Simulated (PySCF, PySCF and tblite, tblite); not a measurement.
# C₄H₅NS: conformers and averaged spectra

Which conformers does C₄H₅NS (`Nc1ccsc1`) populate, and what do their averaged NMR parameters look like?

Programs: PySCF 2.14.0 with density-fitted response routines of our own, and tblite 0.8.0. All values are computed, except where a source is named. Atoms count from 0 throughout.

## Step 1: The starting structure

11 atoms, charge 0, multiplicity 1; geometry from: MMFF94s geometry.

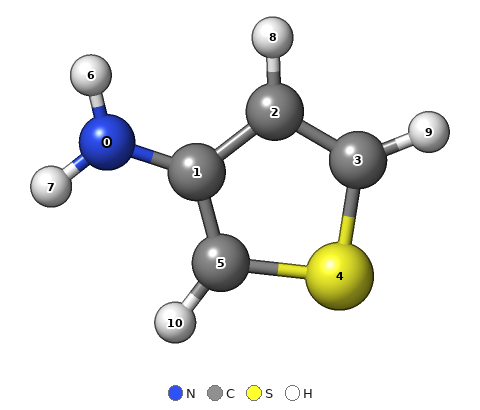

The starting geometry (nitrogen blue, carbon grey, sulfur yellow, hydrogen white), atoms numbered.

## Step 2: GFN2-xTB relaxation, conformer 1

Job settings and geometry (Å):

```
{"job": {"xc": "GFN2-xTB", "basis": "xTB", "kind": "relax"}, "charge": 0, "multiplicity": 1}
N      1.784100    -0.106000     0.148400
C      0.446600     0.098900     0.028800
C     -0.486300    -0.960600    -0.055800
C     -1.785300    -0.471100    -0.171100
S     -1.840400     1.231300    -0.133200
C     -0.140000     1.335800     0.004800
H      2.193600    -1.024900     0.167100
H      2.448800     0.663600     0.222700
H     -0.252200    -2.015700    -0.053900
H     -2.702400    -1.050900    -0.245500
H      0.339000     2.302300     0.061800
```

On the command line:

```
$ OMP_NUM_THREADS=1 python ens_run.py task.json out
```

This one command runs the whole study; its stages follow in the order run.

Log:

```text
step      E/eV     max force
  0    -469.31487    1.828
  1    -469.36903    0.642
  2    -469.37845    0.219
  3    -469.38139    0.143
  4    -469.38424    0.087
  5    -469.38467    0.066
  6    -469.38504    0.045
  7    -469.38525    0.055
  8    -469.38555    0.053
  9    -469.38576    0.051
 10    -469.38589    0.033
 11    -469.38589    0.033
 12    -469.38594    0.032
 13    -469.38613    0.037
 14    -469.38618    0.030
 15    -469.38632    0.040
 16    -469.38645    0.046
 17    -469.38666    0.056
 18    -469.38698    0.076
 19    -469.38772    0.156
 20    -469.38856    0.333
 21    -469.39094    0.244
 22    -469.40079    0.324
 23    -469.40697    0.265
 24    -469.41006    0.163
 25    -469.41462    0.226
 26    -469.41770    0.195
 27    -469.42466    0.206
 28    -469.42696    0.171
 29    -469.43090    0.129
 30    -469.43228    0.099
 31    -469.43309    0.064
 32    -469.43349    0.064
 33    -469.43386    0.044
 34    -469.43416    0.050
 35    -469.43444    0.045
 36    -469.43476    0.049
 37    -469.43519    0.058
 38    -469.43564    0.059
 39    -469.43592    0.036
 40    -469.43604    0.031
 41    -469.43611    0.025
 42    -469.43620    0.024
 43    -469.43628    0.022
 44    -469.43632    0.014
 45    -469.43633    0.011
 46    -469.43635    0.010
 47    -469.43636    0.011
 48    -469.43638    0.010
 49    -469.43639    0.009
 50    -469.43640    0.009
 51    -469.43642    0.012
 52    -469.43644    0.016
 53    -469.43646    0.017
 54    -469.43648    0.016
 55    -469.43650    0.013
 56    -469.43652    0.010
 57    -469.43653    0.010
 58    -469.43654    0.007
 59    -469.43654    0.005
 60    -469.43654    0.004
 61    -469.43655    0.004
```

It took 0.29 s on 1 thread of Arm Neoverse V1, shared host.

The energy fell by 0.122 eV, and the atoms moved 0.10 Å (root mean square).

## Step 3: Shieldings, conformer 1: PBE0/pcSseg-1 in chloroform

Job settings and geometry (Å):

```
{"job": {"xc": "PBE0", "basis": "pcSseg-1", "solvent": "chloroform", "kind": "nmr", "pop": true}, "charge": 0, "multiplicity": 1}
N      1.832318    -0.122380    -0.040897
C      0.464598     0.104564    -0.016248
C     -0.495092    -0.944933    -0.096112
C     -1.768797    -0.487269    -0.141695
S     -1.846002     1.227972    -0.092362
C     -0.127881     1.333063     0.001970
H      2.116041    -1.010797     0.343035
H      2.392537     0.647997     0.290266
H     -0.227538    -1.986527    -0.120023
H     -2.676430    -1.053684    -0.203548
H      0.341671     2.294665     0.049650
```

Log:

```text
coarse grid: 10136 points
cycle   1  E = -607.8712712793  dE =  1.130e+00  |g| = 3.605e-01  |ddm| = 3.335e+00
cycle   2  E = -607.8646556837  dE =  6.616e-03  |g| = 3.997e-01  |ddm| = 6.680e-01
cycle   3  E = -607.9028871470  dE = -3.823e-02  |g| = 5.684e-02  |ddm| = 3.960e-01
cycle   4  E = -607.9036188451  dE = -7.317e-04  |g| = 2.788e-02  |ddm| = 9.243e-02
cycle   5  E = -607.9038054145  dE = -1.866e-04  |g| = 6.491e-03  |ddm| = 2.714e-02
cycle   6  E = -607.9038149062  dE = -9.492e-06  |g| = 1.760e-03  |ddm| = 7.111e-03
final grid: 94432 points
cycle   7  E = -607.9393932082  dE = -1.878e-05  |g| = 9.500e-03  |ddm| = 3.069e-02
cycle   8  E = -607.9393755019  dE =  1.771e-05  |g| = 1.251e-02  |ddm| = 2.087e-02
cycle   9  E = -607.9394152375  dE = -3.974e-05  |g| = 8.703e-04  |ddm| = 1.290e-02
cycle  10  E = -607.9394154218  dE = -1.843e-07  |g| = 2.806e-04  |ddm| = 1.054e-03
cycle  11  E = -607.9394154411  dE = -1.923e-08  |g| = 5.635e-05  |ddm| = 2.693e-04
cycle  12  E = -607.9394154416  dE = -5.411e-10  |g| = 3.187e-05  |ddm| = 6.897e-05
cycle  13  E = -607.9394154418  dE = -2.258e-10  |g| = 4.784e-06  |ddm| = 2.579e-05
converged SCF energy = -607.9394154418

GIAO shielding tensors (ppm)
atom      isotropic    diamagn.    paramagn.     s11        s22        s33       span
  0 N      201.439     317.920    -116.482    157.683    190.505    256.128     98.445
  1 C       34.920     250.284    -215.363    -39.131     20.618    123.274    162.405
  2 C       62.539     250.952    -188.414    -13.150     55.519    145.248    158.398
  3 C       52.087     258.693    -206.605    -37.659     45.475    148.447    186.106
  4 S      323.209    1055.735    -732.526    171.897    388.791    408.937    237.040
  5 C       85.122     256.415    -171.293     20.529     92.233    142.603    122.074
  6 H       27.941      31.224      -3.283     20.683     26.424     36.718     16.035
  7 H       27.883      31.020      -3.137     20.595     26.699     36.356     15.761
  8 H       24.874      31.172      -6.298     21.684     25.373     27.565      5.881
  9 H       24.525      30.163      -5.638     21.804     24.321     27.452      5.648
 10 H       25.738      31.407      -5.669     21.796     26.832     28.587      6.791
```

It took 15 s on 1 thread of Arm Neoverse V1, shared host; peak memory 0.7 GiB.

Key values: HOMO -5.80 eV, LUMO -0.15 eV; dipole 2.37 D.

The fields below are evaluated on a grid from the run's orbitals.

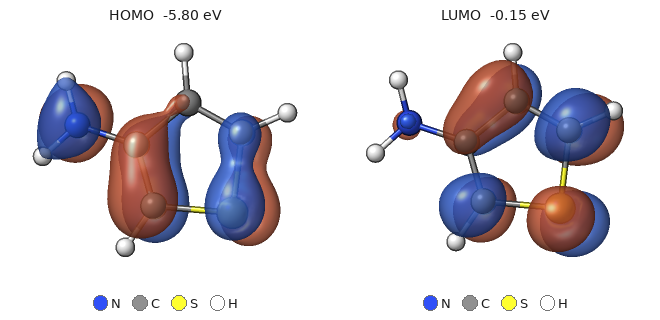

PBE0/pcSseg-1 orbitals near the gap, drawn at the value that encloses 70 % of each; the two colours are the two signs.

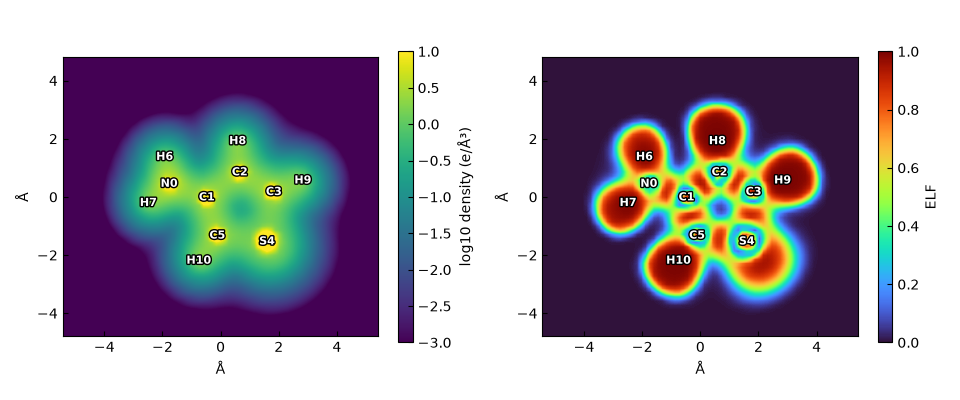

Density (left) and ELF (right) in a plane through or near 11 of the atoms.

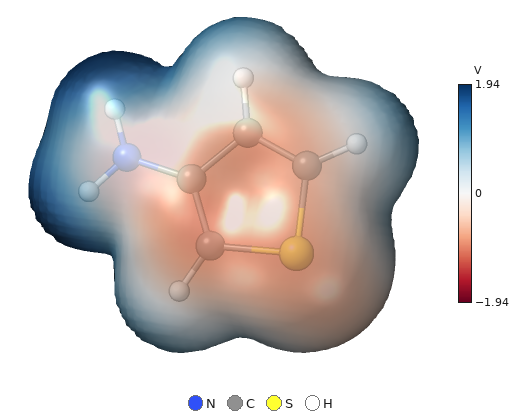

The potential that a unit positive charge feels on the 0.002 e/bohr³ surface, from the 1st to the 99th percentile, from -1.35 V near N0 to 1.94 V near H6.

## Step 4: The ensemble: properties at PBE0/pcSseg-1 in chloroform

Job settings and geometry (Å):

```
{"job": {"study": "conf", "smiles": "Nc1ccsc1", "search": {"seed": 9316, "n_embed": 60, "ff_keep": 14, "window": 3.0, "nmax": 10, "temps": [150, 200, 250, 298.15, 400], "t_ref": 298.15, "order": 0.0005}, "level": {"nmr": {"xc": "PBE0", "basis": "pcSseg-1", "solvent": "chloroform"}}, "kind": "conf"}, "charge": 0, "multiplicity": 1}
N      1.832318    -0.122380    -0.040897
C      0.464598     0.104564    -0.016248
C     -0.495092    -0.944933    -0.096112
C     -1.768797    -0.487269    -0.141695
S     -1.846002     1.227972    -0.092362
C     -0.127881     1.333063     0.001970
H      2.116041    -1.010797     0.343035
H      2.392537     0.647997     0.290266
H     -0.227538    -1.986527    -0.120023
H     -2.676430    -1.053684    -0.203548
H      0.341671     2.294665     0.049650
```

Log:

```text
conformer  sym    E(xTB)   E(DFT)   G(298.15 K)  weight  dipole/D
    1     C1      0.000    0.000    0.000   1.0000    2.371

mean shielding (ppm) by class
class atoms           150 K      200 K      250 K   298.15 K      400 K
  0 N  0            201.439    201.439    201.439    201.439    201.439
  1 C  1              34.92      34.92      34.92      34.92      34.92
  2 C  2             62.539     62.539     62.539     62.539     62.539
  3 C  3             52.087     52.087     52.087     52.087     52.087
  4 S  4            323.209    323.209    323.209    323.209    323.209
  5 C  5             85.122     85.122     85.122     85.122     85.122
  6 H  6,7           27.913     27.913     27.913     27.913     27.913
  7 H  8             24.874     24.874     24.874     24.874     24.874
  8 H  9             24.525     24.525     24.525     24.525     24.525
  9 H  10            25.738     25.738     25.738     25.738     25.738
```

Run time: 15 s. Hardware: 1 thread of Arm Neoverse V1, shared host. This counts the runs that the step sums up.

The search (ETKDG and KDG, MMFF94s, GFN2-xTB) embedded 60 structures, kept 1 distinct ones after the force field and 1 after xTB; 1 was carried on (window 3.0 kcal/mol at the search's own energies). Energies: PBE0/pcSseg-1 in chloroform with D3(BJ).

Conformer by conformer (298 K):

```
no.  group  mirror pair  ΔE xTB  ΔE DFT    ΔG  weight (%)  μ (D)  H6–N0–C1–C2 (°)     A, B, C (GHz)
  1     C1          yes    0.00    0.00  0.00       100.0   2.37              -30  7.20, 2.54, 1.88
```

Energies in kcal/mol. ΔG holds xTB vibrations and rotation, symmetry numbers and mirror pairs.

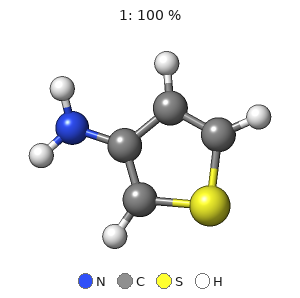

The one conformer.

Shifts against references run at the same level (¹⁵N NH3 269.8, ¹H TMS 31.70, ¹³C TMS 187.6 ppm of shielding), by class of atoms, at 298 K:

```
 atoms                                         environment  average
    C1                    aromatic carbon bearing nitrogen    152.7
    C3                 aromatic CH next to the ring sulfur    135.5
    C2                                         aromatic CH    125.1
    C5                 aromatic CH next to the ring sulfur    102.5
    H9  hydrogen on an aromatic CH next to the ring sulfur     7.17
    H8                          hydrogen on an aromatic CH     6.82
   H10  hydrogen on an aromatic CH next to the ring sulfur     5.96
H6, H7                hydrogen on an aniline-type nitrogen     3.79
    N0                               aniline-type nitrogen     68.4
    S4                                aromatic ring sulfur  323 (σ)
```

Effective distances for nuclear Overhauser effects, ⟨r⁻⁶⟩^(−1/6) over all pairs of two classes (Å): H8···H9 2.62; H6···H8 2.85; H6···H10 2.91.

## Step 5: What came out

```
                                         quantity                                                 value
                                       conformers  1; the first in weight is no. 1 (C1), 100 % at 298 K
                          root-mean-square dipole                                                2.37 D
averaged ¹³C shifts (PBE0/pcSseg-1 in chloroform)                        152.7, 135.5, 125.1, 102.5 ppm
 averaged ¹H shifts (PBE0/pcSseg-1 in chloroform)                            7.17, 6.82, 5.96, 3.79 ppm
```

In words: The search found one conformer in the window, so the averages are its own values. Protons on O, N, S or Se exchange and bind to solvent, so their values hold for the lone molecule only.
